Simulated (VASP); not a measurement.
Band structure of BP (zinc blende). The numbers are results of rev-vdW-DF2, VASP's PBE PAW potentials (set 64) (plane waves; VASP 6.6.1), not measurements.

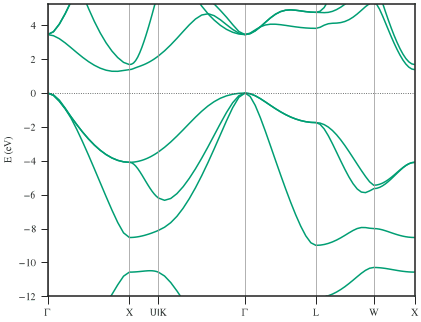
Bands along high-symmetry lines, zero at the valence-band maximum or, without a gap, the Fermi level

**Question.** Read the plot: is there a gap, and where are the band edges?

**Answer.** The gap is indirect, 1.28 eV, from the valence maximum at Γ to the conduction minimum at Γ-X at 0.86. (Edges off the drawn lines would not show.)

The compound is BP in the zinc blende structure. The cell was not relaxed at this level.
